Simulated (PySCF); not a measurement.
# C₃H₇AlFN: what the fields show

Input file:

```
{"job": {"kind": "uv", "xc": "PBE0", "basis": "def2-SVPD", "nstates": 8, "ntriplets": 3}, "charge": 0, "multiplicity": 1}
C      2.266985     0.796667    -1.838064
C      1.505276     0.384051    -0.994380
Al     0.361128    -0.426495     0.372864
C     -1.091955    -1.690771    -0.131534
N     -0.628223     1.330108     0.923782
F      1.066774    -0.578373     1.876713
H      2.921709     1.169561    -2.577575
H     -0.675312    -2.657058    -0.431767
H     -1.665187    -1.338852    -0.992676
H     -1.815736    -1.912242     0.658995
H     -1.155075     1.787053     0.187603
H      0.137476     1.940819     1.198319
H     -1.232249     1.196017     1.729992
```

Run with:

```sh
OMP_NUM_THREADS=1 python probes_run.py task.json out
```

Geometry: GFN2-xTB.

All numbers below come from PySCF 2.14.0, PBE0/def2-SVPD, SCF density, gas phase.

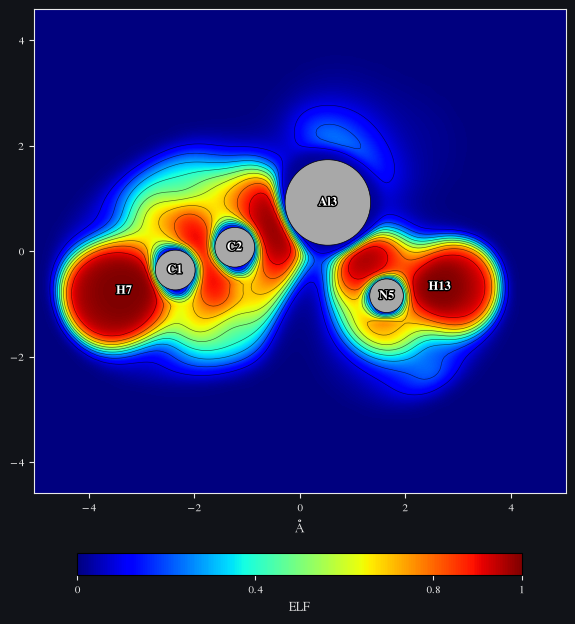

Figure 1. Electron localisation function on the plane of atoms C2, Al3 and N5. Grey discs cover the atomic cores.

Question: Interpret the plot.

Answer:
- Atoms in the plane: C, Al, N and H.
- C–C (1.21 Å): the ELF peaks at about 0.85 between the atoms (a short, multiple covalent bond).
- C–Al (1.96 Å): the ELF peaks at about 1 between the atoms, as expected for a shared but strongly polarised pair.
- Al–N (2.09 Å): the ELF peaks at about 0.95 in the valence shell of N, 0.8 Å from its nucleus, and is about 0.75 at the midpoint.
- N–H (1.02 Å): the ELF climbs to about 1 towards the hydrogen, as it does in any bond to H (a covalent bond by its length).
- C–H (1.06 Å): the ELF climbs to about 1 towards the hydrogen: a covalent bond by its length.

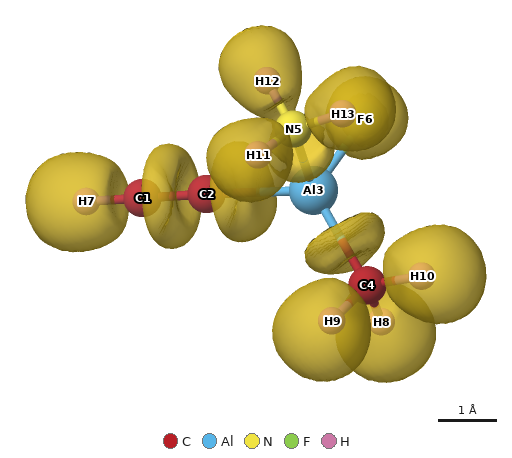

Figure 2. Isosurface of the electron localisation function at 0.8 (yellow), seen at a tilt. Core shells and regions of very low density are left out.

Question: Describe the localisation domains.

Answer: The ELF exceeds this value in one region between bonded Al–C atoms (shared pairs), one region between bonded C–C atoms (shared pairs), four regions around hydrogen nuclei, one lobe of the valence shell of C pointing towards Al (polar bonds), one region wrapped around F (its valence shell) and one joined region spread over several atoms (H, N), in which their bonds and any lone pairs are merged.


 Al–F (1.67 Å): the ELF peaks at about 0.85 in the valence shell of F, 0.6 Å from its nucleus, and is about 0.25 at the midpoint.

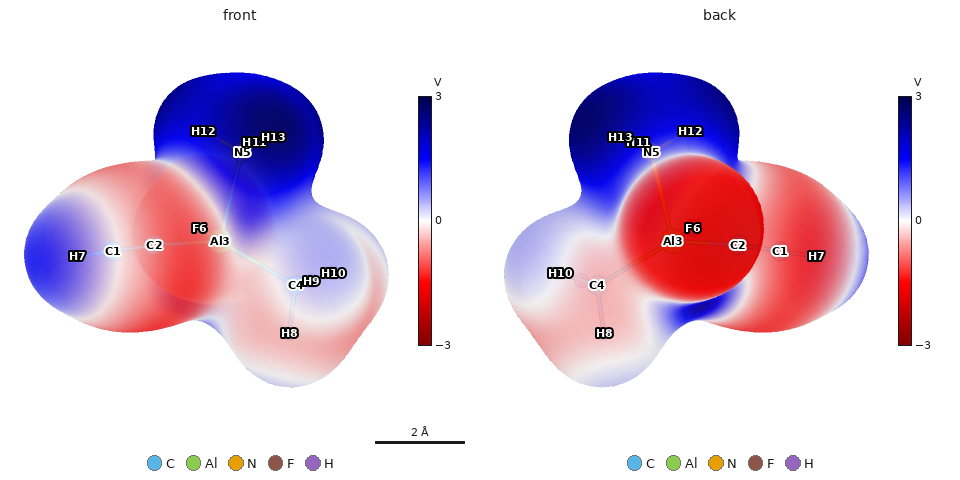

Figure 3. The electrostatic potential painted on the density surface at 0.002 e/bohr³, seen from the front and from behind; red is negative and blue positive.

Question: Which sites attract a positive test charge, and which a negative one?

Answer: A positive charge is drawn to the negative regions and a negative charge to the positive ones. The most negative region (about −1.8 V) lies over F6, the most positive (about +2.7 V) over H11 and H13.

Question: How polar is the molecule by this calculation?

Answer: Its dipole moment is 4.87 D.
